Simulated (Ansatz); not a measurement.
The run's input:

```
crystal:
  periodic: [false, false, false]
  atoms:
    - {symbol: O, position_ang: [-0.550499, -0.162399, 1.591086]}
    - {symbol: Mo, position_ang: [0.006268, -0.103759, 0.025437]}
    - {symbol: O, position_ang: [1.496361, -0.841528, 0.023675]}
    - {symbol: F, position_ang: [-1.144242, -1.004011, -1.086958]}
    - {symbol: Cl, position_ang: [0.242013, 2.037996, -0.594639]}
basis:
  gaussian: {orbitals: def2-TZVPP}
hamiltonian: {xc: {name: wB97X-V}}
output: {orbitals: {seedname: orbitals}}
```

Run as:
```bash
ansatz run in.yaml --threads 4 --pin off --events-out ev --progress --plain --max-ram 10444MiB
```

Kohn-Sham orbital energies near the frontier, ωB97X-V/def2-TZVPP with the Ansatz code, at a PBE0-D4/def2-TZVP geometry (a minimum by its frequencies), isolated molecule; empty levels in grey, levels within 0.03 eV side by side.

> Where do the frontier orbitals lie?

HOMO at −12.41 eV, LUMO at −1.34 eV, 11.06 eV apart.

> How far below the HOMO does the next level lie?

0.28 eV.

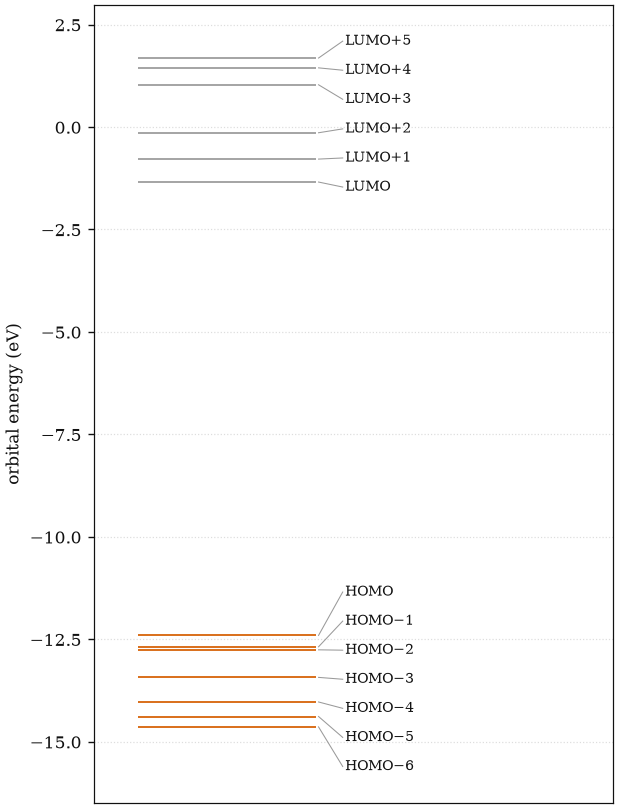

Known limits of this run: core potentials past krypton; empty levels above zero depend strongly on the basis.
